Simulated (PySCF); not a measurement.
Molecule: Al2Br4F2, singlet. Atoms near the plane z = 0.0 Å, at the PBE0/def2-SVP optimised geometry (x, y, z in Å): Al1 (-0.5, -0.2, 0.0), F3 (1.3, -0.2, 0.0), Br5 (-1.3, 1.9, 0.0).

Calculation: PySCF with PBE0/def2-TZVP. Cells within 0.4 Å of a nucleus heavier than hydrogen are left out (blank, or x). The values are rescaled to run from 0 to 1.

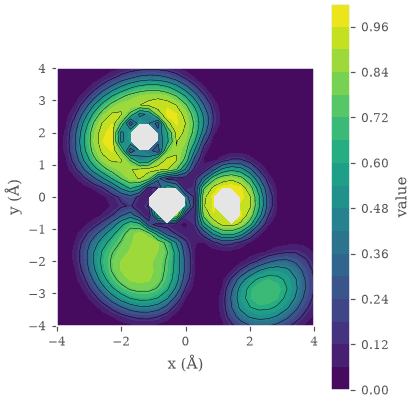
*a field on the plane z = 0.0 Å.*

**Question.** Which quantity is mapped?
A. electron localisation function
B. deformation density (molecule minus spherical neutral atoms)
C. an orbital amplitude
D. log10 of the electron density

**Answer.** A, electron localisation function
